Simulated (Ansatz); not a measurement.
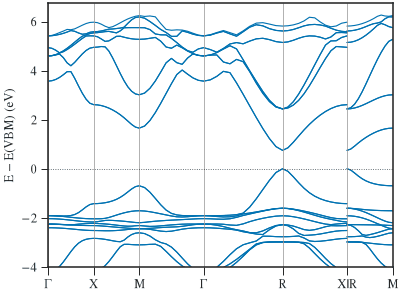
Figure. Band structure from plane-wave PAW r²SCAN with spin–orbit coupling (Ansatz code)

Task: Read off the gap and where the band edges lie.

Result: About 0.7 eV (0.75 eV by a search for the band edges); maximum at R, minimum at R.

The material is CsPbBr₃ (cubic perovskite, space group No. 221).

Space group Pm-3m (cubic perovskite). This is a known high-temperature phase of the composition, computed here at zero pressure and temperature. The r²SCAN relaxation kept the symmetry of its start; of distortions, only those at the zone centre were tested.

Potentials: the later of the program's two PAW sets.
